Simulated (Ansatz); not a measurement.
# Zn2As2Pb (built on the sites of a database entry of CaCd2As2): from the cell to its phonons, part 2 of 2

Wanted: phonon frequencies of Zn2As2Pb (built on the sites of a database entry of CaCd2As2) and what follows from them.

Ansatz 0.2.0; DFT r2SCAN, scalar-relativistic, plane waves, PAW.

So far. Step 4 (Relaxing to small forces for the phonons): The largest force component left is 0.29 meV/Å and the pressure is -0.003 GPa, within the tolerances set. The cell now holds 22.14 Å³/atom. The relaxed cell has a = 4.202, c = 7.241 Å (conventional setting).

The structure was built from a prototype and need not be the compound's stable phase.

## Step 5: Linear response at the zone centre

The zone centre is the only wavevector solved here; it holds the modes that light can see, as far as symmetry allows. No field response is asked, since the mesh shows no gap.

File input.yaml:

```yaml
crystal:
  lattice:
    - [4.2018770291, 0.0, 0.0]
    - [-2.1009385146, 3.6389322508, 0.0]
    - [0.0, 0.0, 7.2414025437]
  atoms:
    - { symbol: Pb, position: [0.0, 0.0, 0.0] }
    - { symbol: Zn, position: [0.3333333333, 0.6666666667, 0.6291360433] }
    - { symbol: Zn, position: [0.6666666667, 0.3333333333, 0.3708639567] }
    - { symbol: As, position: [0.3333333333, 0.6666666667, 0.2686316575] }
    - { symbol: As, position: [0.6666666667, 0.3333333333, 0.7313683425] }
kpoints:
  mp_grid: { grid: [12, 12, 6] }
hamiltonian:
  xc: r2scan
scf:
  occupations: { method: methfessel_paxton, width: 0.2 }
output:
  eigenvalues: true
phonons:
  method: dfpt
```

The run is started by

```bash
$ ansatz run input.yaml --threads 8 --pin off --max-ram 14336MiB --backend cpu --events-out ev --progress --plain --runs-dir out
```

Numbers of over 12 decimals in the logs are rounded to 6 here.

The log of the run:

```text
[...]
Crystal: 5 atoms, lattice volume = 110.724 Å³
Basis set: ecut = 500 eV, 2853 PW (Γ), exchange–correlation on 160×160×270 points (125 copies of the dense FFT grid, shifted against one another)
Bands: 41, of which v1, the nominal top of the filled ones, is band 34 counted from 1 (33 counted from 0)
Symmetry: 12 space group operations
k-points: 242 of 864 (irreducible under 2 space group operations, time reversal used)
[...]
SCF iter   1: F=—  HF=-28302.367838 eV  |F-HF|=—  |Δ(HF+E_count)|=         —  Δρ=1.38e-2  dr2=1.18e-1  dr2_τ=7.65e-3  ethr=1.77e-3  ⟨swp⟩=6.8  Hψ=41313  notcnv=0
[...]
SCF iter  14: F=-28302.356692 eV  HF=-28302.356692 eV  |F-HF|=0.00e0  |Δ(HF+E_count)|=    0.00e0  S|Δr|=    0.00e0  Δρ=3.68e-8  dr2=1.38e-12  dr2_τ=7.70e-15  ethr=1.00e-12  ⟨swp⟩=5.0  Hψ=39320  notcnv=0
SCF 1 converged in 14 iterations: F = -28302.356692 eV  dr2 = 1.38e-12
[...]
DFPT response loops at Γ: preconditioner auto → Kerker (q_TF=auto, 2.515 Å⁻¹) (partly filled bands, converged f_vac=0.029); β = 1.00, the filter's whole step (`scf.mixing.beta` (0.50) is not read by the response loops under this deck's `scf.mixing.preconditioner`; to damp them name `kerker` or `kerker_dos`, under which they read `scf.mixing.beta`, and type it under 1.00, their step now; both keys bind the ground state too); Broyden in place of MSR1
SCF converged after 14 iterations
[...]
Free energy (F): -28302.356692 eV
[...]
Internal energy: -28302.357781 eV  (E = F + TS)
E sigma→0 (E₀):  -28302.356965 eV
Entropy (-TS):   0.001089 eV (0.218 meV/atom)
Fermi energy:    9.930887 eV
Step filling:    the computed levels leave a gap of 0.0000 eV = 0.0 smearing widths at the electron count; against every level under it full and every level over it empty, smearing changes F+E_penalty+E_count by +0.194 meV and its σ→0 estimate by -0.078 meV
[...]
--- Band table (eV; the first three rows and the last of 242) ---
  k-point 0: bands = [... 30 lower, 8.5358, 8.5358, 9.0942, 9.0942, 10.1633, 12.1978, 12.1978, 12.6645, ... 3 higher]
  k-point 1: bands = [... 30 lower, 8.5058, 9.0125, 9.1641, 9.1641, 10.2105, 12.0596, 12.0596, 12.0785, ... 3 higher]
  k-point 2: bands = [... 30 lower, 8.4585, 9.2992, 9.2992, 9.7749, 10.3182, 11.2809, 11.8016, 11.8016, ... 3 higher]
  k-point 241: bands = [... 30 lower, 5.6142, 7.3193, 7.3202, 8.8860, 10.6019, 10.9279, 12.0830, 14.1270, ... 3 higher]
--- Phonons (Γ-DFPT): 6 representative perturbations + reference, on 242 of 864 k-points (Σ response iterations 55) ---
  k mesh reduced under 2 symmetry operations, with k and −k counted as one. Each operation leaves every solved perturbation unchanged. A smaller set is not considered because the functional reads the kinetic-energy density
  ASR residual: 3.220e-4 → 0.000e0 eV/Å²; symmetrization residual: 1.151e-4 eV/Å²
  ASR residual per site (eV/Å²): 3.22e-4 1.16e-4 1.16e-4 2.61e-4 2.61e-4
  Γ frequencies (cm⁻¹): 0.00 0.00 0.00 40.84 40.84 65.76 65.76 80.80 106.15 149.01 164.43 164.43 173.41 186.68 186.68
  non-analytic LO–TO correction: not included (Born effective charges unavailable; polar crystals: no LO–TO splitting at Γ)
```

The job ended after 9.6 min (8 threads of Arm Neoverse V1, shared host; peak memory 5.6 GiB; 75 min of CPU time).

Reading the cycles: dr2 is the Hartree energy of the density residual (eV), the measure of convergence; HF is the Harris–Foulkes estimate of the energy, which meets the free energy F at convergence.

This step gave:

* sum-rule residual before enforcement: 3.22e-4 eV/Å²
* point group: -3m
* highest optical mode at the zone centre (no LO-TO term): 186.7 cm⁻¹
* lowest optical zone-centre mode: 40.84 cm⁻¹

Patterns of degenerate modes are one choice out of their space. The modes at Γ (shares of kinetic energy by element, %):

```
mode  frequency (cm⁻¹)  symmetry  Pb %  Zn %  As %
   1               0.0  acoustic    42    27    31
   2               0.0  acoustic    42    27    31
   3               0.0  acoustic    42    27    31
   4              40.8        Eu    57    15    28
   5              40.8        Eu    57    15    28
   6              65.8        Eg     0    50    50
   7              65.8        Eg     0    50    50
   8              80.8       A2u    45     0    54
   9             106.2       A1g     0    88    12
  10             149.0       A2u    12    73    15
  11             164.4        Eu     0    58    41
  12             164.4        Eu     0    58    41
  13             173.4       A1g     0    12    88
  14             186.7        Eg     0    50    50
  15             186.7        Eg     0    50    50
```

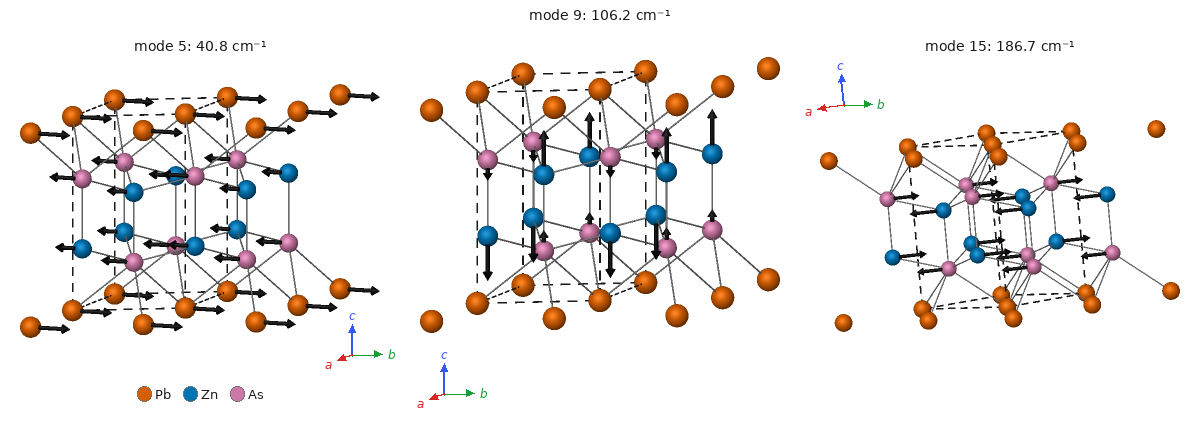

Displacement patterns of modes 5, 9 and 15 at Γ; arrows are exaggerated. Bonds to atoms that aren't drawn are left out. 2×2×1 cells are drawn. Some periodic images of atoms are drawn too.

Before it was imposed, the acoustic sum rule was missed by 3.2e-4 eV/Å². Small misses are needed for a sound result but don't prove that mesh and cutoff are converged. The lowest optical mode is real, 40.8 cm⁻¹.

## Step 6: Isotope substitution, element Pb, natural mass 207.2 amu

An isotope changes the mass and not the force constants, so no new electronic calculation is needed; the shifts show which modes move this element.

The same force constants with the mass of Pb changed from 207.200 to 203.973 u (phonopy, no LO-TO term). Both lists are sorted by frequency; levels can cross, so a row need not hold one and the same mode. Modes under 3 cm⁻¹ are left out. Isotope shifts, by row:

```
    q  rank  natural mass (cm⁻¹)  changed mass (cm⁻¹)
0 0 0     4                40.84                41.03
0 0 0     5                40.84                41.03
0 0 0     6                65.76                65.76
0 0 0     7                65.76                65.76
0 0 0     8                 80.8                81.09
0 0 0     9                106.2                106.2
0 0 0    10                  149                149.2
0 0 0    11                164.4                164.4
0 0 0    12                164.4                164.4
0 0 0    13                173.4                173.4
0 0 0    14                186.7                186.7
0 0 0    15                186.7                186.7
```

A mode of this element alone would shift by +0.79 %. The highest zone-centre frequency without the field goes from 186.7 to 186.7 cm⁻¹ (+0.0 %). The product of the frequency ratios over all optical modes at Γ is 1.014; the product rule, (m/m′)^(3k/2) (M′/M)^(3/2) with k = 1 such atoms and M the mass of the cell, gives 1.014.

## Step 7: Isotope substitution, element Zn, natural mass 65.38 amu

The same for Zn, from 65.38 to 67.92 u.

A mode of this element alone would shift by -1.89 %. The highest zone-centre frequency without the field goes from 186.7 to 184.9 cm⁻¹ (-0.9 %). The product of the frequency ratios over all optical modes at Γ is 0.906; the product rule, (m/m′)^(3k/2) (M′/M)^(3/2) with k = 2 such atoms and M the mass of the cell, gives 0.906.

## Step 8: What came out

```yaml
space_group_after_relaxation_within_0p01_a: P-3m1
volume_per_atom: 22.1 Å³
electronic_character: no gap on this mesh
highest_optical_mode_at_the_zone_centre_no_lo_to_term: 187 cm⁻¹
lowest_optical_zone_centre_mode: 40.8 cm⁻¹
imaginary_modes_at_gamma_the_only_wavevector_solved: none
```

What this shows: The structure is stable against zone-centre distortions, since no mode there is imaginary; other wavevectors were not solved, so zone-boundary instabilities are untested. The optical modes at Γ span 41 to 187 cm⁻¹. No dispersion was computed. With no gap, or one that is small against the smearing, the frequencies hang on the k mesh and the smearing, most of all near Kohn anomalies. Spin-orbit coupling is left out, which can matter for the heavy elements here. The starting cell was built on a prototype and not taken from a measurement, so the phase need not exist. These are harmonic frequencies at zero temperature: anharmonic shifts, linewidths and thermal expansion are left out.

[Logs are printed without paths, hosts, clocks, repeated set-up lines and the standing remarks that a program may print on its own settings, such as how far it seeks lower states.]

[Hosts, paths, dates, database ids (printed as entryN), source tags and the programs' standing remarks are cut or masked in the printed files.]
